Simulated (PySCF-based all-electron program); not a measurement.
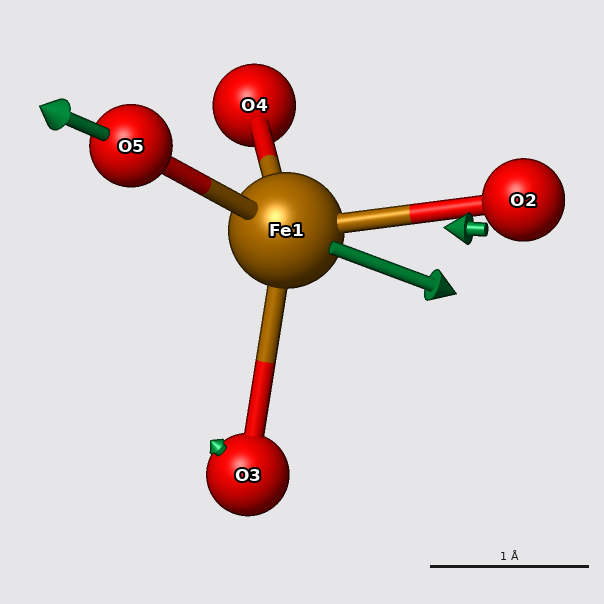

Arrows show the forces on the atoms, 0.6 Å of arrow for 1 eV/Å; forces under a tenth of the largest aren't drawn. Charge 0, singlet. Level of theory: PBE, all-electron, scalar-relativistic (X2C), large uncontracted Gaussian sets (PySCF-based all-electron program).

On which atom is the force largest, and how large is it?

Answer. On Fe1: 1.54 eV/Å.

Which bond do the forces act along most?

Answer. Fe1–O5, now 1.566 Å: the forces push its atoms apart, so a first step downhill lengthens it.

List the force components in the frame of the picture (x right, y up, z towards the viewer), in eV/Å.

```
atom     Fx     Fy     Fz
 Fe1   1.33  −0.50  −0.59
  O2  −0.46   0.02  −0.15
  O3  −0.13   0.11   0.06
  O4  −0.04   0.05   0.00
  O5  −0.70   0.30   0.67
```
